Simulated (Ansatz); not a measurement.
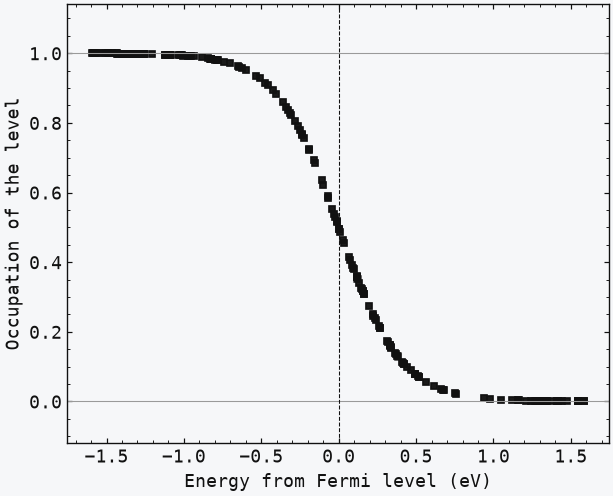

Occupations of the one-electron levels of the k mesh against their energy, from a run on FeBiS₃, space group Cmcm (No. 63), 10 atoms in the cell, with Ansatz.

Question: Name the smearing function and its width.

Answer: Fermi-Dirac smearing with a width of 0.2 eV. The occupations stay between 0 and 1 and have long exponential tails; the slope at the Fermi level is 1/(4 × width).

Question: Is that width safe?

Answer: It is wide: energies, forces and moments pick up smearing errors, and small gaps get partly filled, so it should be reduced or extrapolated to zero width.
